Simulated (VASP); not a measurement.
Band structure of Al$_{2}$B$_{2}$N$_{4}$ (ordered alloy cell). These are PBEsol GGA, VASP's PBE PAW potentials (set 64) (plane waves; VASP) values and carry that method's errors.

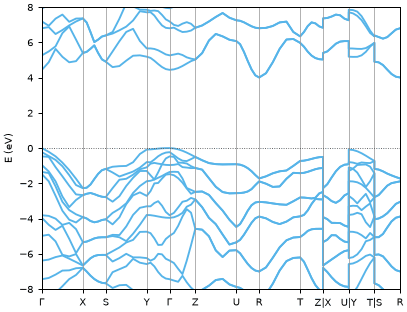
Fig. 1. Bands along high-symmetry lines, zero at the valence-band maximum or, without a gap, the Fermi level

Read the plot: is there a gap, and where are the band edges?

The gap is indirect, 4.01 eV, from the valence maximum at Γ to the conduction minimum at R. (Edges off the drawn lines would not show.)

The structure was generated: Al2B2N4 was put into an ordered model structure (Pmn2_1), which need not be its known phase. It was relaxed first.
